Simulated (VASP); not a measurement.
Band structure of GeS (space group Pnma). Computed with PBE GGA, VASP's PBE PAW potentials (set 64) (plane waves; VASP).

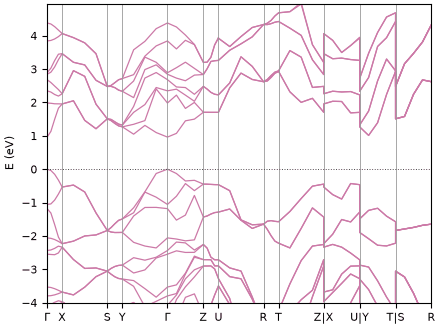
Bands along high-symmetry lines, zero at the valence-band maximum or, without a gap, the Fermi level

Task: Read the plot: is there a gap, and where are the band edges?

Result: The gap is direct, 0.96 eV, from the valence maximum at Γ to the conduction minimum at Γ.

The structure comes from a computed database's GeS entry, a phase known from measurement. The cell was not relaxed at this level. The k-mesh is coarse (spacing up to 0.47 per Å, 2π included), so the numbers may not be converged in it.
